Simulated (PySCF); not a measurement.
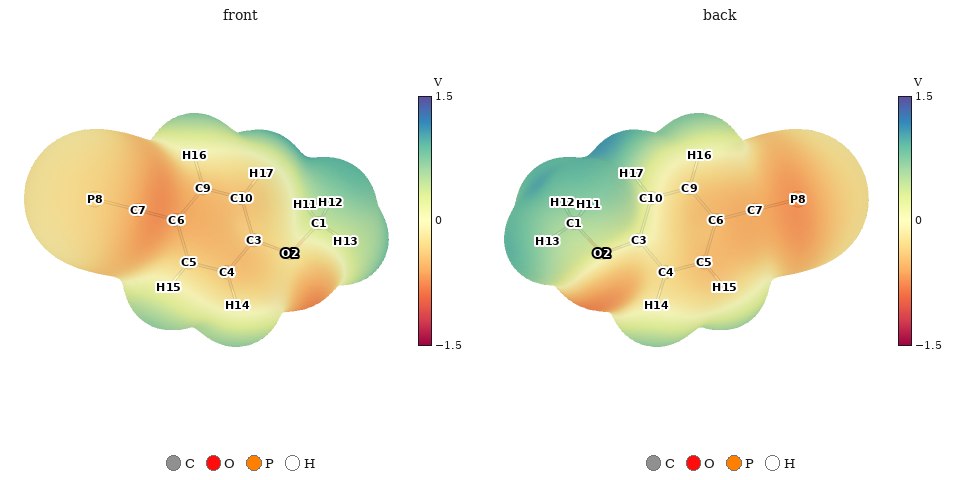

*C$_{8}$H$_{7}$OP (SMILES COc1ccc(C#P)cc1). The electrostatic potential painted on the density surface at 0.001 e/bohr³, seen from the front and from behind; red is negative and blue positive.*

Geometry: GFN2-xTB.

Theory: PBE0/pcSseg-1, SCF density, gas phase, non-relativistic in PySCF.

```
atom    x (Å)    y (Å)    z (Å)
   C  -2.9828   0.2248  -0.2114
   O  -1.9956  -0.7771  -0.2138
   C  -0.7045  -0.4238   0.0239
   C   0.2235  -1.4704   0.0072
   C   1.5561  -1.2300   0.2350
   C   2.0094   0.0731   0.4888
   C   3.3662   0.3210   0.7205
   P   4.8808   0.5862   0.9765
   C   1.0775   1.1149   0.5042
   C  -0.2620   0.8728   0.2748
   H  -3.0495   0.7217   0.7618
   H  -2.7999   0.9716  -0.9906
   H  -3.9214  -0.2867  -0.4178
   H  -0.1362  -2.4681  -0.1891
   H   2.2672  -2.0428   0.2207
   H   1.4157   2.1226   0.6986
   H  -0.9516   1.7023   0.2941
```

### Describe the electrostatic potential map.

The most negative region (about −0.7 V) lies over O2, C7 and P8, the most positive (about +1.1 V) over H17.
